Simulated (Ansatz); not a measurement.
Consider GaSe in the beta-GaS type structure (space group P6_3/mmc, No. 194; a = 3.705 Å, c = 15.508 Å; layered, stacked along the Cartesian z axis).

It is then changed as follows: cell and atoms relaxed at a pressure of 9 GPa.

The values are results of Kohn–Sham DFT with the PBEsol-D3(BJ) functional, run in Ansatz (a program for electronic structure) with PAW and 420 eV plane waves, spin-orbit coupling left out, earlier PAW set, not measurements.

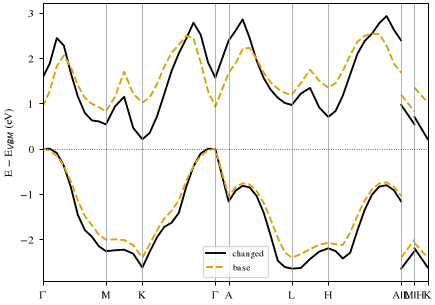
*Highest valence and lowest conduction band along the path, each from its own valence-band maximum*

### Question
From the figure, how large is the changed gap, and is it direct?

### Answer
About 0.2 eV, indirect, Γ–M (11 % along) → K.

Load acts through the strain it causes; cell and atoms are relaxed under it. Whether these cells are dynamically stable was not tested. No other phases were tried under pressure.
